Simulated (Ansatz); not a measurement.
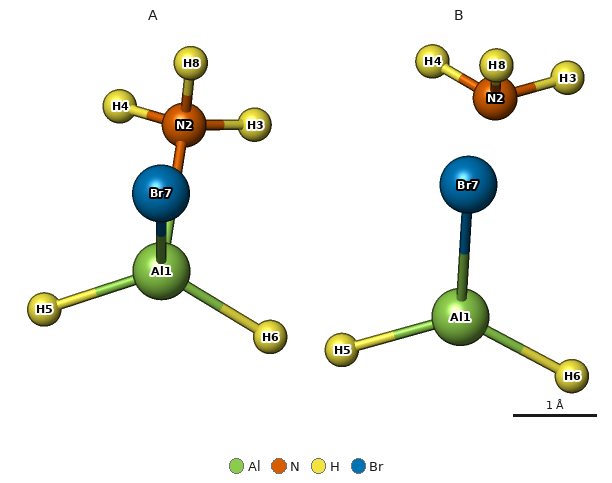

Two geometries of AlNH$_{5}$Br, drawn at one scale. One is the start of a relaxation, the other its converged end. The picture is a ball-and-stick view, seen from a free direction.

Level of theory: Ansatz, RKS B3LYP-D4/def2-SVP. (no spin polarisation; force threshold 0.03 eV/Å; at most 50 steps)

Which one is relaxed?

Structure A is the relaxed one. The run prepares an end point of a later path (reaction) calculation, from a guessed geometry. The largest move after the best rigid fit is that of Al1, 0.61 Å. Largest moves by element: Al 0.61 Å, H 0.60 Å, N 0.43 Å, Br 0.19 Å. Near-neighbour distances that change, for instance: Al1–N2 3.094 → 2.074 Å, Al1–Br7 2.383 → 2.334 Å, N2–H8 1.039 → 1.025 Å, Al1–H5 1.575 → 1.588 Å. New bonds form, among them: Al1–N2 (3.09 → 2.07 Å). Among the angles between lasting bonds that change: H5–Al1–H6 126.7° → 121.3°. After 7 accepted moves (8 points after the start) the energy has fallen by 95.8 kJ/mol. The largest force component goes from 1.1 to 0.0061 eV/Å. The line search rejected the trial step at point 6 of the run.

Limits of the set-up: the start holds two separate molecules, 2.8 Å apart at their closest, whose relative position is a soft coordinate.
